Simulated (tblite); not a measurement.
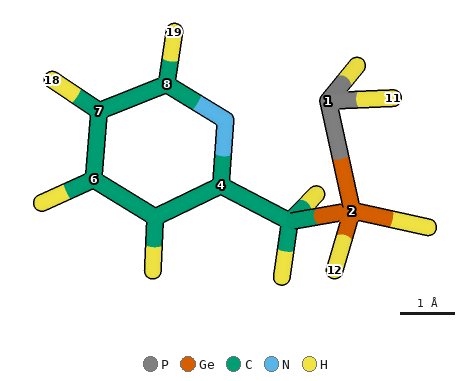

The input geometry (stick view, seen at a tilt; atoms are numbered from 1 in the order of the input). Sticks mark near contacts. Bond lengths as drawn: C–C 1.38 to 1.48 Å, C–Ge 2.00 Å, C–H 1.08 to 1.09 Å, C–N 1.32 to 1.33 Å, Ge–H 1.52 Å, Ge–P 2.29 Å and H–P 1.38 to 1.40 Å.

**Frequency calculation of C$_{6}$H$_{10}$GeNP**

System: C$_{6}$H$_{10}$GeNP, SMILES [PH2][GeH2][CH2]c1ccccn1.
Method: GFN2-xTB harmonic vibrations, gas phase (tblite 0.8.0).

It belongs to a series of runs on one base structure; here: H on C replaced by 2-pyridyl.

## Log
```
mode    cm-1     km/mol
  1      40.1      0.51
  2      52.7      4.36
  3     107.0      6.38
  4     134.6      1.11
  5     201.0      8.91
  6     306.1      9.53
  7     315.6     13.72
  8     344.0     36.46
  9     377.5      8.48
 10     382.3      3.43
 11     436.3      3.01
 12     517.1      6.04
 13     562.5     28.44
 14     586.7     24.84
 15     613.9     77.41
 16     631.2    142.64
 17     705.5     56.15
 18     739.7     35.50
 19     748.0     49.25
 20     763.2     21.30
 21     791.5     46.11
 22     842.0     83.67
 23     858.5    220.36
 24     886.1      0.47
 25     914.3      0.10
 26     934.1      0.32
 27    1008.4     17.96
 28    1071.1     19.36
 29    1096.6      0.78
 30    1128.8     28.12
 31    1129.9      7.83
 32    1148.4     25.16
 33    1166.7      1.04
 34    1253.7     34.69
 35    1256.8      0.93
 36    1293.8     14.19
 37    1414.1     36.27
 38    1439.0      0.26
 39    1444.6     26.67
 40    1563.6     16.11
 41    1590.1     91.76
 42    1823.7    381.44
 43    1905.3    516.52
 44    2196.5    186.32
 45    2332.2    152.33
 46    2948.0     25.87
 47    2995.7     24.76
 48    3060.3     18.50
 49    3072.5     17.75
 50    3086.8     50.13
 51    3099.9     42.08
```

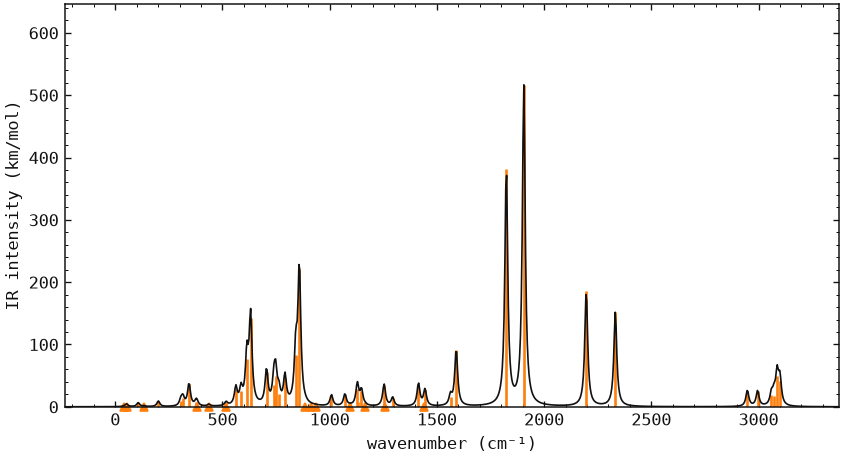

Harmonic infrared spectrum, unscaled: sticks (degenerate modes added up, dark ones marked on the axis) with a Lorentzian envelope of 16 cm⁻¹ full width, scaled to the tallest stick. 51 modes from 40 to 3100 cm⁻¹, none imaginary. The strongest line is at 1905 cm⁻¹ (517 km/mol).

This output came from the following input.

## The input
```
{"job": {"kind": "ir", "xc": "GFN2-xTB", "basis": "xTB"}, "charge": 0, "multiplicity": 1}
P     -2.234609     1.427163     0.345049
Ge    -2.326302    -0.793565    -0.190954
C     -0.564101    -1.586016     0.318937
C      0.494026    -0.573192     0.075638
C      1.676978    -0.861680    -0.600242
C      2.615726     0.139721    -0.768626
C      2.348930     1.403117    -0.261578
C      1.138176     1.603772     0.377517
N      0.241126     0.647756     0.541459
H     -2.189547     1.164574     1.703853
H     -3.628984     1.556927     0.372178
H     -2.524419    -1.014245    -1.678994
H     -3.410689    -1.653570     0.439102
H     -0.607435    -1.801537     1.388292
H     -0.348360    -2.516014    -0.203367
H      1.852035    -1.856217    -0.982464
H      3.541891    -0.060434    -1.288005
H      3.055045     2.211253    -0.369284
H      0.860708     2.571440     0.774027
```

The first line tells a small driver script what to run in tblite; the rest is the geometry in Å.

Launch command:
```bash
OMP_NUM_THREADS=1 python <driver script> task.json out
```

## Key numbers

```json
{"quantity": "outcome", "value": "converged"}
{"quantity": "total energy", "value": "−688.5477 eV"}
{"quantity": "zero-point energy", "value": "84.8000 kcal/mol"}
{"quantity": "hardware", "value": "1 CPU thread, shared host"}
{"quantity": "wall time", "value": "0.9 s"}
{"quantity": "peak memory", "value": "0.18 GiB"}
```
